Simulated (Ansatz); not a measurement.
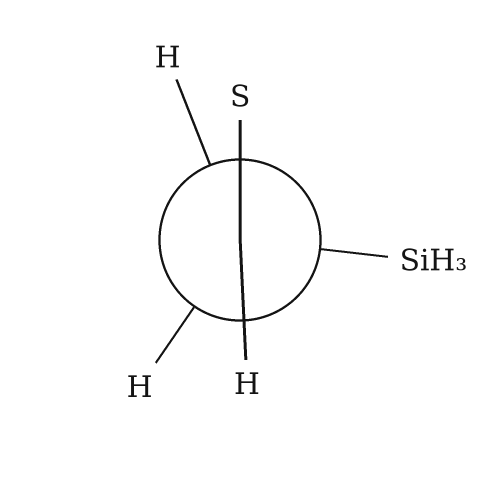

A Newman projection along the C–C bond, carbon in front; angles are drawn as computed, but eclipsed bonds slightly apart. The geometry was computed by an optimisation with PBE-D4/def2-SVP. No frequency run is at hand to confirm it as a minimum.

Question: Which molecule is it?

Answer: C2H6SSi, [SiH3]CC=S

Question: What is the torsion angle from the front S to the back SiH3? The sign is positive where the front bond must turn clockwise to cover the back bond.

Answer: 97°, about perpendicular.
